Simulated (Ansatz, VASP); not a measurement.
## NaCl (Halite) in two plane-wave programs

Aim: how closely do two programs agree when they are given the same cell, functional and k mesh? The cell is taken from a series of VASP runs on this material, whose earlier steps may have relaxed, scaled or displaced it; both programs get it as it stands. Valence electrons are named where the data sets of a main pair hold unlike numbers.

Calculated with Ansatz 0.2.0; plane waves, with VASP 6.6.1 beside it; relaxation of cell and atoms at LDA, band structure at PBE0 and band structure at r2SCAN-EpsX with an exact-exchange share of 0.387.

### Step 1. Set-up

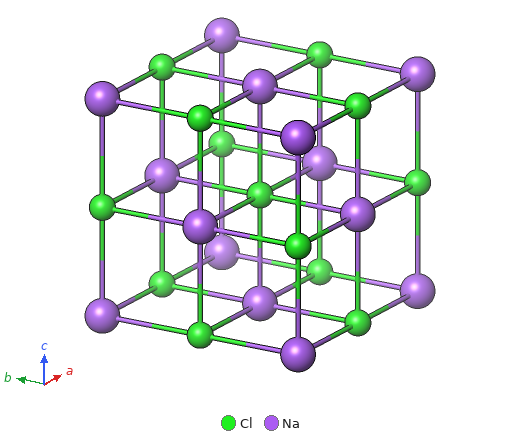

The cell as given, from a free direction (chlorine green, sodium purple). This picture shows the conventional cell, with its axes. Some periodic images of atoms are drawn too.

Coordinates:

```xyz
2
Lattice="0.0000 2.7301 2.7301 2.7301 0.0000 2.7301 2.7301 2.7301 0.0000" Properties=species:S:1:pos:R:3 pbc="T T T"
Cl    2.7301    2.7301    2.7301
Na    0.0000    0.0000    0.0000
```

### Step 2. VASP: relaxation of cell and atoms, LDA

The relaxed volume is the usual yardstick between codes: in a stiff, nearly cubic crystal its relative difference is about their pressure difference at one cell divided by the bulk modulus.

Lines of VASP's logs that name or quote its potential files are left out, and so is its time.

Input file INCAR:

```
SYSTEM = NaCl
PREC = Accurate
ENCUT = 450
EDIFF = 1E-06
NELM = 100
ISMEAR = 0
SIGMA = 0.03
LREAL = .FALSE.
ALGO = Normal
GGA = CA
NBANDS = 13
LORBIT = 11
LWAVE = .FALSE.
LCHARG = .FALSE.
KPAR = 4
IBRION = 2
NSW = 50
ISIF = 3
EDIFFG = -0.004
```

Input file POSCAR:

```
NaCl
1.0
    0.0000000000      2.7300670920      2.7300670920
    2.7300670920      0.0000000000      2.7300670920
    2.7300670920      2.7300670920      0.0000000000
Cl Na
1 1
Direct
    0.5000000000      0.5000000000      0.5000000000
    0.0000000000      0.0000000000      0.0000000000
```

Input file KPOINTS:

```
Automatic mesh
0
Gamma
6 6 6
0 0 0
```

Potentials, in the order of the species: Cl and Na_pv (LDA family, release 64).

Run with:

```
mpirun -np 4 vasp_std
```

Numbers of over 12 decimals in the logs are rounded to 6 here.

Log:

```text
[banner, memory and clock lines left out]
running    4 mpi-ranks, on    1 nodes
 distrk:  each k-point on    1 cores,    4 groups
 distr:  one band on    1 cores,    1 groups

 POSCAR found type information on POSCAR ClNa
 POSCAR found :  2 types and       2 ions
 LDA part: xc-table for (Slater(with rela. corr.)+CA(PZ))
 , standard interpolation
 POSCAR, INCAR and KPOINTS ok, starting setup
 FFT: planning ... GRIDC
 FFT: planning ... GRID_SOFT
 FFT: planning ... GRID
 WAVECAR not read
 entering main loop
       N       E                     dE             d eps       ncg     rms          rms(c)
DAV:   1     0.880133576543E+02    0.88013E+02   -0.68107E+03   416   0.984E+02
DAV:   2    -0.883803650837E+00   -0.88897E+02   -0.83624E+02   461   0.249E+02
DAV:   3    -0.747895425195E+01   -0.65952E+01   -0.65647E+01   546   0.673E+01
DAV:   4    -0.757263328246E+01   -0.93679E-01   -0.93639E-01   476   0.880E+00
DAV:   5    -0.757470446812E+01   -0.20712E-02   -0.20711E-02   524   0.132E+00    0.208E+00
DAV:   6    -0.740963234242E+01    0.16507E+00   -0.26095E-01   486   0.358E+00    0.153E+00
DAV:   7    -0.739016716623E+01    0.19465E-01   -0.53910E-02   567   0.153E+00    0.988E-01
DAV:   8    -0.738856968426E+01    0.15975E-02   -0.46262E-03   481   0.686E-01    0.299E-01
DAV:   9    -0.738845692757E+01    0.11276E-03   -0.17422E-04   501   0.110E-01    0.151E-01
DAV:  10    -0.738844567397E+01    0.11254E-04   -0.10138E-04   511   0.958E-02    0.524E-03
DAV:  11    -0.738844527006E+01    0.40391E-06   -0.33878E-06   491   0.225E-02
   1 F= -.73884453E+01 E0= -.73884453E+01  d E =-.738845E+01
 curvature:   0.00 expect dE= 0.000E+00 dE for cont linesearch  0.000E+00
 trial: gam= 0.00000 g(F)=  0.366E-65 g(S)=  0.879E-06 ort = 0.000E+00 (trialstep = 0.100E+01)
 search vector abs. value=  0.879E-06
 reached required accuracy - stopping structural energy minimisation
```

From OUTCAR (step 2):

```text
ion  position               nearest neighbor table
   1  0.500  0.500  0.500-
   2  0.000  0.000  0.000-

  LATTYP: Found a face centered cubic cell.
 ALAT       =     5.4601341840

 Subroutine GETGRP returns: Found 48 space group operations
 (whereof 48 operations were pure point group operations)

The static configuration has the point symmetry O_h .

 Found     16 irreducible k-points:

   k-points           NKPTS =     16   k-points in BZ     NKDIM =     16   number of bands    NBANDS=     13

   dimension x,y,z NGX =    28 NGY =   28 NGZ =   28
   dimension x,y,z NGXF=    56 NGYF=   56 NGZF=   56

   ENCUT  =  450.0 eV  33.07 Ry    5.75 a.u.   6.68  6.68  6.68*2*pi/ulx,y,z

   NELECT =      14.0000    total number of electrons

 k-points in reciprocal lattice and weights: Automatic mesh
   0.00000000  0.00000000  0.00000000       0.005
   0.16666667  0.00000000  0.00000000       0.037
   0.33333333  0.00000000  0.00000000       0.037
   0.50000000  0.00000000  0.00000000       0.019
   0.16666667  0.16666667  0.00000000       0.028
   0.33333333  0.16666667  0.00000000       0.111
   0.50000000  0.16666667  0.00000000       0.111
  -0.33333333  0.16666667  0.00000000       0.111
  -0.16666667  0.16666667  0.00000000       0.056
[...]
-0.33333333  0.33333333  0.16666667       0.111
  -0.33333333  0.50000000  0.16666667       0.056

 average (electrostatic) potential at core
       1 -97.1201       2 -45.3585

 E-fermi :  -0.1172

 k-point     1 :       0.0000    0.0000    0.0000
  band No.  band energies     occupation
    ...
      3     -20.9678      2.00000
      4     -13.1726      2.00000
      5      -0.3418      2.00000
      6      -0.3418      2.00000
      7      -0.3418      2.00000
      8       4.7484      0.00000
      9      10.5889      0.00000
     10      10.5889      0.00000
     11      10.5889      0.00000
     12      12.9497      0.00000
    ...

 k-point     2 :       0.1667    0.0000    0.0000
  band No.  band energies     occupation
    ...
      3     -20.9686      2.00000
      4     -13.0606      2.00000
      5      -1.0832      2.00000
      6      -0.4306      2.00000
      7      -0.4306      2.00000
      8       5.6415      0.00000
      9       9.7966      0.00000
     10      10.9195      0.00000
     11      10.9195      0.00000
     12      12.6374      0.00000
    ...

 k-point     3 :       0.3333    0.0000    0.0000
  band No.  band energies     occupation
    ...
      3     -20.9702      2.00000
      4     -12.8238      2.00000
      5      -2.2088      2.00000
      6      -0.5984      2.00000
      7      -0.5984      2.00000
      8       6.6331      0.00000
      9       9.8842      0.00000
     10      10.7901      0.00000
     11      10.7901      0.00000
     12      13.8112      0.00000
    ...

  Total       -0.0034849     -0.0034849     -0.0034849      0.0000000      0.0000000     -0.0000000
  in kB       -0.1372007     -0.1372007     -0.1372007      0.0000000      0.0000000     -0.0000000
  external PRESSURE =      -0.1372007 kB  Pullay stress =       0.0000000 kB

  energy-cutoff  :      450.00
  volume of cell :       40.70
      direct lattice vectors                 reciprocal lattice vectors
     0.000000000  2.730067092  2.730067092    -0.183145682  0.183145682  0.183145682
     2.730067092  0.000000000  2.730067092     0.183145682 -0.183145682  0.183145682
     2.730067092  2.730067092  0.000000000     0.183145682  0.183145682 -0.183145682

 POSITION                                       TOTAL-FORCE (eV/Angst)
 -----------------------------------------------------------------------------------
      2.73007      2.73007      2.73007         0.000000      0.000000      0.000000
      0.00000      0.00000      0.00000         0.000000      0.000000     -0.000000
 -----------------------------------------------------------------------------------
    total drift:                                0.000000      0.000000      0.000000

  FREE ENERGIE OF THE ION-ELECTRON SYSTEM (eV)
  ---------------------------------------------------
  free  energy   TOTEN  =        -7.3884452701 eV

  energy  without entropy=       -7.3884452701  energy(sigma->0) =       -7.38844527

 reached required accuracy - stopping structural energy minimisation

 total charge
# of ion       s       p       d       tot
------------------------------------------
    1        1.584   3.567   0.000   5.151
    2        0.054   5.988   0.000   6.042
--------------------------------------------------
tot          1.638   9.555   0.000  11.193

[... 3 further parts left out ...]
```

CONTCAR:

```
NaCl
   1.00000000000000
     0.0000000000000000    2.7300670920000001    2.7300670920000001
     2.7300670920000001    0.0000000000000000    2.7300670920000001
     2.7300670920000001    2.7300670920000001    0.0000000000000000
  Cl              Na
     1     1
Direct
     0.5000000000000000    0.5000000000000000    0.5000000000000000
     0.0000000000000000    0.0000000000000000    0.0000000000000000
```

The gap is read on the k-mesh alone, so it is an upper bound where the band edges lie off the mesh. The run keeps the 48 symmetry operations of its start, so it cannot find a distortion of lower symmetry.

### Step 3. Ansatz: relaxation of cell and atoms, LDA

Ansatz runs on its default PAW (the set named soft_2) files.

The same cell, functional (in two slightly different forms), mesh and smearing now go to Ansatz, which takes its cutoff from its data sets.

Input file input.yaml:

```yaml
crystal:
  lattice:
    - [0.0, 2.730067092, 2.730067092]
    - [2.730067092, 0.0, 2.730067092]
    - [2.730067092, 2.730067092, 0.0]
  atoms:
    - { symbol: Cl, position: [0.5, 0.5, 0.5] }
    - { symbol: Na, position: [0.0, 0.0, 0.0] }
hamiltonian:
  xc: lda
  pseudopotentials: { kind: paw }
kpoints:
  mp_grid: { grid: [6, 6, 6] }
scf:
  occupations: { method: gaussian, width: 0.03 }
relax:
  f_tol: 0.01
  max_steps: 60
  cell: { stress_tol: 0.05 }
output:
  forces: true
  stress: true
```

Run with:

```
ansatz run input.yaml --threads 4 --pin off --max-ram 9216MiB --backend cpu --events-out ev --progress --plain --runs-dir out
```

Log:

```text
Engine: ansatz 0.2.0, aarch64-unknown-linux-gnu
Pseudopotentials: kind: paw
Pseudopotential: Cl, paw, valence charge 7, recommended cutoff 420 eV (normal), Cl.paw.azcp
Pseudopotential: Na, paw, valence charge 9, recommended cutoff 420 eV (normal), Na.paw.azcp
Functional definition: SPW92
  exchange = slater_x
  correlation = pw_c
Crystal: 2 atoms, lattice volume = 40.696 Å³
Basis set: ecut = 420 eV, 821 PW (Γ)
Bands: 12, of which v1, the nominal top of the filled ones, is band 8 counted from 1 (7 counted from 0)
Symmetry: 48 space group operations
Space group: Fm-3m (ITA 225), of the structure as read, at distance tolerance 3.4e-5 Å
k-points: 16 of 216
Non-local potential: Cl, projectors of the file, l = 0: 2, l = 1: 2, l = 2: 2
Non-local potential: Na, projectors of the file, l = 0: 3, l = 1: 2, l = 2: 1
PAW form: soft (Blöchl's): semilocal exchange-correlation on the pseudo side does not see the compensation charge
PAW frozen core: Cl, regenerated for the run's functional, and the local potential with it (the file was generated under x = pbe(κ = 0.804, μ = 0.219515), c = pbe(β = 0.066725))
PAW frozen core: Na, regenerated for the run's functional, and the local potential with it (the file was generated under x = pbe(κ = 0.804, μ = 0.219515), c = pbe(β = 0.066725))
PAW one-centre angular grid: Cl, 110 points (default); XC on 64 Gauss nodes
PAW one-centre angular grid: Na, 110 points (default); XC on 64 Gauss nodes
Initial density: superposition of atomic densities (neutral atoms: chi_scale 0, normalization atom), corrected by the library's trained network
Initial wavefunctions: pseudopotential atomic-orbital guess
Functional: x = slater, c = lda
SCF iter   1: F=—  HF=-2514.342204 eV  |F-HF|=—  |Δ(HF+E_count)|=         —  Δρ=7.64e-3  dr2=1.61e-2  ethr=1.77e-3  ⟨swp⟩=6.1  Hψ=1143  notcnv=0
preconditioner: auto → none  [insulator: Δε(μ)=4.989 eV  Ē_g=20.835 eV  σ=0.030 eV  W_gap=1.00  n_scr=14 (ndim 8)  ℏωp=21.8 eV  f_vac=0.012  D(μ)=0.00/eV (n_scr^D=0)  ε∞_Penn≈2.1]
SCF iter   2: F=—  HF=-2514.332589 eV  |F-HF|=—  |Δ(HF+E_count)|=   9.61e-3  Δρ=2.76e-3  dr2=2.50e-3  ethr=1.00e-4  ⟨swp⟩=2.1  Hψ=498  notcnv=0
SCF iter   3: F=—  HF=-2514.331863 eV  |F-HF|=—  |Δ(HF+E_count)|=   7.26e-4  Δρ=9.23e-4  dr2=3.03e-4  ethr=1.56e-5  ⟨swp⟩=2.0  Hψ=304  notcnv=0
SCF iter   4: F=—  HF=-2514.331754 eV  |F-HF|=—  |Δ(HF+E_count)|=   1.09e-4  Δρ=2.14e-4  dr2=1.94e-5  ethr=1.89e-6  ⟨swp⟩=2.0  Hψ=255  notcnv=0
SCF iter   5: F=—  HF=-2514.331747 eV  |F-HF|=—  |Δ(HF+E_count)|=   7.74e-6  Δρ=9.26e-5  dr2=4.38e-6  ethr=1.21e-7  ⟨swp⟩=1.0  Hψ=192  notcnv=0
SCF iter   6: F=—  HF=-2514.331745 eV  |F-HF|=—  |Δ(HF+E_count)|=   1.30e-6  Δρ=1.70e-5  dr2=1.54e-7  ethr=2.74e-8  ⟨swp⟩=2.0  Hψ=221  notcnv=0
SCF iter   7: F=-2514.331745 eV  HF=-2514.331745 eV  |F-HF|=1.44e-10  |Δ(HF+E_count)|=   3.87e-8  Δρ=1.41e-6  dr2=4.76e-10  ethr=6.25e-10  ⟨swp⟩=4.0  Hψ=562  notcnv=0
SCF 1 converged in 7 iterations: F = -2514.331745 eV  dr2 = 4.76e-10
  greatest PAW one-centre occupation: 0.999 electrons in one spin orbital (limit 2), on the Na atom at site 1 (counted from 0), in its partial waves of l = 0
relax step   1: F+E_penalty+E_count = -2514.33174525 eV  Δ(F+E_penalty+E_count) = +0.000e0 eV  max|allowed force component| = 2.210e-30 eV/Å  Δτ_max = 0.0000 Å  P = +0.072 GPa  Ω = 40.696 Å³  (7 SCF iters, dr2 threshold 1.00e-7 eV, accepted)
[...]
relax step   2: F+E_penalty+E_count = -2514.33176177 eV  Δ(F+E_penalty+E_count) = -1.652e-5 eV  max|allowed force component| = 1.717e-30 eV/Å  Δτ_max = 0.0000 Å  P = +0.027 GPa  Ω = 40.752 Å³  energy of the carried Pulay correction = -7.776e-7 eV  (4 SCF iters, dr2 threshold 1.28e-8 eV, accepted)
[...]
relax step   3: F+E_penalty+E_count = -2514.33176177 eV  Δ(F+E_penalty+E_count) = -2.060e-10 eV  max|allowed force component| = 1.463e-30 eV/Å  Δτ_max = 0.0000 Å  P = +0.027 GPa  Ω = 40.752 Å³  stress off target by 2.72e-2 GPa  SCF on the basis re-selected at this cell (its energy is not comparable with the rows above)  (5 SCF iters)
basis re-selected at this cell: Δ(F+E_penalty+E_count) = -2.060e-10 eV, ΔP = +0.000 GPa vs the last step (what re-selecting the basis moved, of the pressure what is left beyond the Pulay correction that the steps carried, after the strain that the cell walked since its last selection, with what the two solves' SCF thresholds leave and, on support functions, any second-order correction that the steps lacked; it is no  [...]
SCF converged after 5 iterations
Free energy (F): -2514.331762 eV
Harris-Foulkes:  -2514.331762 eV  (|F-HF|=1.68e-11)
Internal energy: -2514.331762 eV  (E = F + TS)
E sigma→0 (E₀):  -2514.331762 eV
Fermi energy:    4.180062 eV
--- Per-component energies (eV) ---
  E_band       = -224.833333
  E_kinetic    = 283.218246
  E_local      = -1482.565976  (includes V_loc(G=0)·N_el)
  E_nonlocal   = 146.953097
  E_hartree    = 519.161124
  E_xc         = -144.911803
  E_vxc        = -172.213942  (∫ρ·V_xc dr)
  E_paw        = -869.969944  (= ΣΔE_a)
  E_vpaw       = -38.547063  (= ΣTr[D̂ρ^β])
  E_aug_tail   = 0.000095  (compensation charges beyond the density's cutoff)
  E_ewald      = -966.547982
  E_core_change = 0.331382  (= ΣΔE_core)
  E_smearing   = -0.000000  (= −TS)
  E_closure    = -0.000000  (closes the sum)
  Σ components = -2514.331762   (vs F -2514.331762, Δ=0.00e0)
--- Forces (eV/Å), atoms counted from 1 ---
  atom   1  Cl     0.00000000    -0.00000000    -0.00000000
  atom   2  Na    -0.00000000     0.00000000    -0.00000000
  max |Σ_I F_I| component: 3.39e-30 eV/Å
--- Stress (GPa, compression-positive) ---
        0.027230      -0.000000      -0.000000
       -0.000000       0.027230       0.000000
       -0.000000      -0.000000       0.027230
  P = ⅓ Tr σ = 0.0272 GPa (0.272 kbar)
--- Relaxed structure (2 steps of the walk, 2 accepted, 1 SCFs on fresh bases) ---
  F+E_penalty+E_count = -2514.33176177 eV   max|allowed force component| = 1.463e-30 eV/Å   (the final SCF, on the basis selected at the relaxed cell)
  cell:  # Å, volume = 40.7520 Å³
    - [0, 2.731322, 2.731322]
    - [2.731322, 0, 2.731322]
    - [2.731322, 2.731322, 0]
  atoms:
    - { symbol: Cl, position: [0.5, 0.5, 0.5] }
    - { symbol: Na, position: [0, 0, 0] }
```

Elapsed: 0.54 s, on 4 threads of Arm Neoverse V2, shared host; peak memory 0.27 GiB; 1.5 s of CPU time.

### Step 4. Side by side

Known differences besides the potentials themselves: the two LDA forms differ slightly; both relaxations stop at a tolerance, which leaves soft axes loose, and VASP keeps its plane-wave basis; the data sets hold 16 valence electrons in Ansatz (on its default PAW (the set named soft_2) files) and 14 in VASP; the cutoff is 420 eV in Ansatz and 450 eV in VASP; VASP's log shows a relativistic correction to its local exchange, Ansatz's none; Ansatz adds a Pulay correction to the stress that steers its cell, VASP none. Total energies have different zeros and are not compared.

Compared:

```
                                         quantity  Ansatz   VASP  difference
                                      volume (Å³)   40.75  40.70     +0.14 %
edge a after relaxation, in the typed setting (Å)   3.863  3.861     +0.05 %
```

The walks stopped with 0.03 GPa left in Ansatz and -0.01 GPa in VASP; each walk ends within a tolerance, so the volume difference is uncertain by about these residues over the bulk modulus, most in soft cells.

### Step 5. Ansatz: band structure, PBE0

Levels along a path test the potential and the projectors away from the mesh points.

The cell is taken from a series of VASP runs on this material, whose earlier steps may have relaxed, scaled or displaced it; both programs get it as it stands.

Input file input.yaml:

```yaml
crystal:
  lattice:
    - [0.0, 2.82028, 2.82028]
    - [2.82028, 0.0, 2.82028]
    - [2.82028, 2.82028, 0.0]
  atoms:
    - { symbol: Cl, position: [0.5, 0.5, 0.5] }
    - { symbol: Na, position: [0.0, 0.0, 0.0] }
hamiltonian:
  xc: pbe0
  pseudopotentials: { kind: paw }
kpoints:
  mp_grid: { grid: [5, 5, 5] }
  band_path:
    path:
      - [0.0, 0.0, 0.0]
      - [0.5, 0.0, 0.5]
      - [0.5, 0.22222, 0.72222]
      - [0.40278, 0.34722, 0.75]
      - [0.125, 0.125, 0.25]
      - [0.27778, 0.27778, 0.27778]
      - [0.55556, 0.38889, 0.55556]
      - [0.58333, 0.25, 0.66667]
      - [0.5, 0.30556, 0.69444]
      - [0.48611, 0.48611, 0.52778]
      - [0.625, 0.25, 0.625]
      - [0.5, 0.0, 0.5]
    npoints: 1
scf:
  occupations: { method: gaussian, width: 0.03 }
  n_extra_bands: 7
output:
  forces: true
  stress: true
  eigenvalues: true
```

Log:

```text
[...]
--- Band table (eV; the first three rows and the last of 10) ---
  k-point 0: bands = [... 4 lower, -14.1681, -0.2889, -0.2889, -0.2889, 6.9151, 13.0247, 13.0247, 13.0247, ... 3 higher]
  k-point 1: bands = [... 4 lower, -14.0477, -1.1299, -0.3930, -0.3930, 8.0292, 12.0399, 13.3670, 13.3670, ... 3 higher]
  k-point 2: bands = [... 4 lower, -13.8424, -2.1976, -0.5526, -0.5526, 9.0204, 12.3981, 13.0125, 13.0125, ... 3 higher]
  k-point 9: bands = [... 4 lower, -13.7557, -1.8268, -1.3249, -0.9176, 10.7731, 11.1254, 11.5517, 14.1323, ... 3 higher]
[key lines of the parts left out:]
Free energy (F): -2570.857344 eV
Fermi energy:    3.313167 eV
P = ⅓ Tr σ = 0.1114 GPa (1.114 kbar)
```

Elapsed: 12 s, on 4 threads; peak memory 0.66 GiB; 45 s of CPU time.

(Part 1 of 2 ends here.)

[Lines on the potential files, build, host, timing and source positions are cut from VASP's logs without a mark.]

[Logs are printed without paths, hosts, clocks, repeated set-up lines and the standing remarks that a program may print on its own settings, such as how far it seeks lower states.]

[Hosts, paths, dates, database ids (printed as entryN), source tags and the programs' standing remarks are cut or masked in the printed files.]
